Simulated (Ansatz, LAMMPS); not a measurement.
# Glassy 60SiO2-40Na2O (mol %) (195 atoms): where an added charge goes: runs compared

Does an extra electron or hole in glassy 60SiO2-40Na2O (mol %) (195 atoms) stay spread out, or do the atoms trap it?

Computed with Ansatz 0.2.0: Kohn-Sham DFT, PBE, PAW (set soft_2), plane waves.

### 1. The cell as built

The cell holds 195 atoms: 39 Si, 52 Na and 104 O. Cell: a = 12.996 Å, b = 12.996 Å, c = 12.996 Å, α = 90.0°, β = 90.0°, γ = 90.0°. 195 atoms (39 Si, 52 Na, 104 O) placed at random at 2.99 g/cm³, melted at 4000 K for 10 ps at fixed volume with the Morse and Coulomb pair potential with partial charges (Pedone, Malavasi, Menziani, Cormack and Segre, J. Phys. Chem. B 110, 11780 (2006)). Quenched from 4000 K to 300 K at 20 K/ps and fixed volume, held 5 ps.

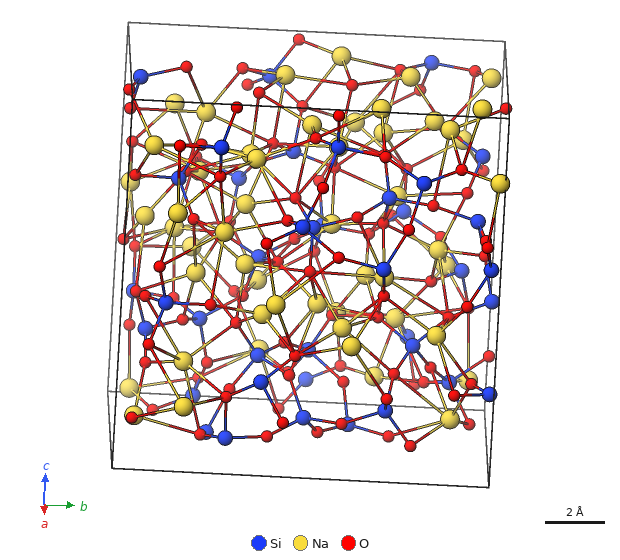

The cell as built. Some periodic images of atoms are drawn too.

What the set-up can't give: The quench rate of 20 K/ps is orders of magnitude faster than experiment, which tends to freeze in extra defects. The starting topology of bonds comes from the classical model, and needn't be the one that DFT or experiment would give. The Brillouin zone is sampled at Γ only, in a cell whose shortest periodic width is 13 Å.

### 2. The reference run

The reference is a single point at the end of the relaxation.

The charged cells start from the geometry of this run, on a uniform background, with spin and a narrow Fermi–Dirac smearing.

Its input, with most atom lines left out:

```yaml
crystal:
  lattice:
    - [12.9957, 0.0, 0.0]
    - [0.0, 12.9957, 0.0]
    - [0.0, 0.0, 12.9957]
  atoms:
    - { symbol: Si, position: [0.14079, 0.37831, 0.90813] }
    - { symbol: Si, position: [0.78548, 0.71407, 0.14666] }
    - { symbol: Si, position: [0.35364, 0.37021, 0.4475] }
    - { symbol: Si, position: [0.43023, 0.89073, 0.1563] }
    - { symbol: Si, position: [0.58102, 0.25014, 0.02668] }
    - { symbol: Si, position: [0.37534, 0.9493, 0.76974] }
    - { symbol: Si, position: [0.8358, 0.11615, 0.41645] }
    [... atom lines 8 to 195 left out ...]
kpoints:
  mp_grid: { grid: [1, 1, 1] }
hamiltonian:
  xc: pbe
scf:
  occupations: { method: fermi_dirac, width: 0.025 }
output:
  forces: true
  stress: true
  populations: true
  dos:
    method: { smearing: { sigma: 0.15 } }
    de: 0.1
    projected: { site_lists: { Na: [Na], O: [O], Si: [Si] } }
  eigenvalues: true
  write_density: true
  write_potential: true
  volumetric_format: npy
  elf: true
```

- free energy per atom: -827.1087 eV/atom
- r.m.s. force component: 0.00376 eV/Å
- pressure: 8.466 GPa

Filled and empty levels are parted by 3.41 eV (at Γ alone); a semilocal functional tends to put such gaps too low. In a disordered cell it changes from sample to sample, and tail or defect levels can set it.

### 3. The runs

Each row is one run, on 8 threads of Arm Neoverse V2, shared host. The free energy is the program's total, comparable only between runs with the same functional, potentials and atoms; between charge states it hangs on the program's zero of potential.

```csv
run,atoms,outcome,"ionic steps, all passes",free energy (eV),time,host memory (GiB)
Single point at the start,195,converged,-,-161266.911,30 s,4.0
Relaxation,195,converged,15,-161286.202,5.7 min,4.0
Single point at the relaxed geometry,195,converged,-,-161286.202,54 s,4.1
"An extra electron, atoms held",195,converged,-,-161277.110,2.5 min,7.6
"An extra electron, atoms relaxed",195,converged,2,-161277.114,2.8 min,7.4
"An extra electron, levels at the relaxed geometry",195,converged,-,-161277.114,2.5 min,7.6
Neutral at the geometry of the electron,195,converged,-,-161286.201,51 s,4.1
"An extra hole, atoms held",195,converged,-,-161291.504,4.2 min,7.5
"An extra hole, atoms relaxed",195,converged,9,-161291.752,13 min,7.4
"An extra hole, levels at the relaxed geometry",195,converged,-,-161291.752,3.1 min,7.6
Neutral at the geometry of the hole,195,converged,-,-161285.288,54 s,4.1
```

In some runs the program notes that starting moments were not kept.

Local excerpt of 10 atoms (numbers count through the whole input) about O101, which holds the most spin of the extra hole after relaxation; x, y, z are measured from there.

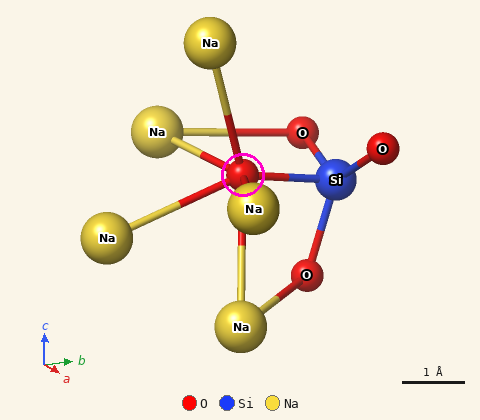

The atoms of the table, within 2.7 Å (arrows a, b, c point along x, y, z); some may hide others; the central atom is ringed.

```csv
atom,x,y,z,distance (Å),Löwdin charge (e),moment (μB)
O101,0.00,0.00,0.00,0.00,-0.81,0.35
Si28,-0.11,1.72,-0.26,1.74,1.63,0.00
Na80,-2.05,-0.59,0.25,2.14,0.78,0.00
O114,-0.23,1.31,-1.86,2.29,-0.83,0.30
O120,1.36,1.86,0.63,2.39,-0.80,0.01
Na58,2.26,-0.85,0.10,2.41,0.77,0.00
Na40,1.11,-0.48,-2.21,2.52,0.78,0.00
Na47,0.01,-2.40,-0.84,2.54,0.78,0.00
Na75,0.49,-0.87,2.42,2.62,0.79,0.00
O153,-1.85,1.91,0.06,2.66,-0.80,0.00
```

### 4. Energies and spread of the extra charge

Energies are differences within one cell and functional; the shift is the gain plus the neutral cell's energy at the new geometry, that is how much cheaper the vertical process becomes there. The spread is the participation number of the site moments (1/Σw², over the spin inside atomic spheres), with the atom that holds the largest share and the spin that the spheres hold in all.

```csv
carrier,"charged less neutral, atoms held (eV)",gain on relaxing (eV),"neutral cell at that geometry, less the reference (eV)",shift of the vertical energy (eV),"spread, atoms held","spread, relaxed"
electron,9.092,0.004,0.001,0.005,-,-
hole,-5.302,0.248,0.914,1.162,17; O101 12 % of 0.76 μB,3; O101 43 % of 0.80 μB
```

### 5. Findings

The extra electron gains 0.0038 eV as the atoms relax: so small a gain shows no trapping at this level. The cell with the electron keeps a moment of only 0.00 μB where one unpaired electron should give 1 μB: the carrier is shared between both spins, which can hide trapping. The extra hole gains 0.25 eV as the atoms relax, and its spin goes from about 17 to 3 atoms: a partial localisation as the atoms move, with the largest share on O101. The O101–O114 distance goes from 2.55 to 2.29 Å. The hole is shared among 2 partly filled levels, as near-degenerate levels under the smearing give, and as self-interaction favours. Adding the two vertical energies gives 3.79 eV, against a gap of 3.41 eV in the neutral cell. The zero of the potential cancels in this sum; the excess isn't taken apart here: charging of a small cell, filling of bands on a coarse mesh and the attraction to the background can all enter.

Caveats: Single energies of charged cells hang on the program's zero of potential. In the spin-polarised runs the search for a state of lower energy was switched off. No distortion was seeded, so a trapped state behind a barrier can't be found. Local and semilocal functionals favour spread-out charges, so trapping can be missed. The pressure of 8.5 GPa shows the cell to be compressed for this functional. Charged cells carry a uniform background, with no correction for images.

The DFT runs together took 37 min of wall time.

[Logs are printed without paths, hosts, clocks, repeated set-up lines and the standing remarks that a program may print on its own settings, such as how far it seeks lower states.]

[Hosts, paths, dates, database ids (printed as entryN), source tags and the programs' standing remarks are cut or masked in the printed files.]
